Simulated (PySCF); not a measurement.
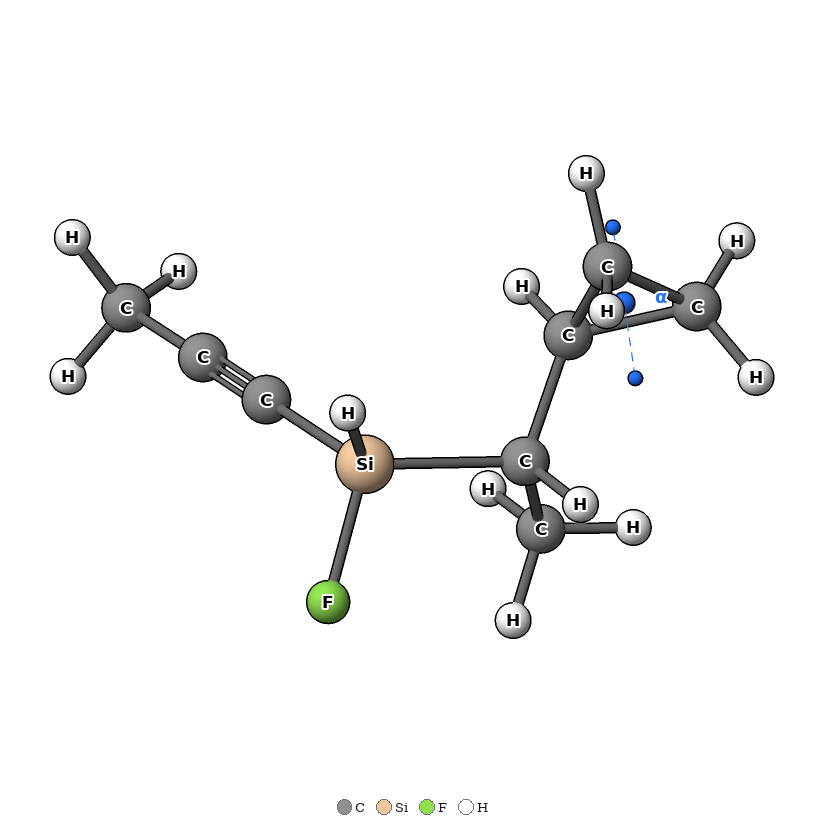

The small points mark where nucleus-independent chemical shifts (NICS) were computed: at the centre of each lettered ring and 1 Å above and below it. The computed structure is the end point of a GFN2-xTB optimisation. No frequency run is at hand to confirm it as a minimum. Method: GIAO PBE0/pcSseg-1 NMR shielding, non-relativistic, gas phase (PySCF 2.14.0).

Give NICS(0), NICS(1) and the out-of-plane component NICS(1)zz for each ring (means of the two sides).

| ring | members | NICS(0) | NICS(1) | NICS(1)zz |
| --- | --- | --- | --- | --- |
| α | C3 | −44.0 | −8.7 | −22.1 |

Values in ppm.

The geometry is semi-empirical. Around Si such bond lengths and angles can be off by a tenth of an ångström or more and by several degrees, and values that hang on the shape move with them.
